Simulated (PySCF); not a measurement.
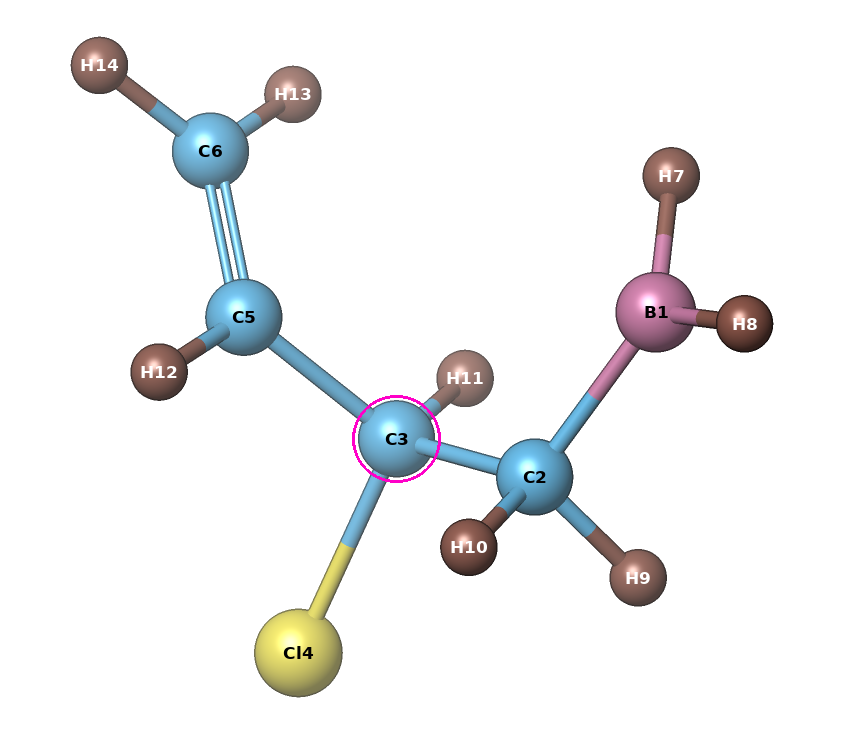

Depth is shown by fading: the farther an atom, the more it takes the colour of the background. Circles mark the stereogenic atoms. Computed geometry: PBE0-D3(BJ)/def2-SVP optimisation. No frequency run is at hand to confirm it as a minimum.

What are the Cahn–Ingold–Prelog descriptors?

Answer. C3: R (priorities Cl4 > C5 > C2 > H11).

Write the isomeric SMILES.

Answer. BC[C@@H](Cl)C=C
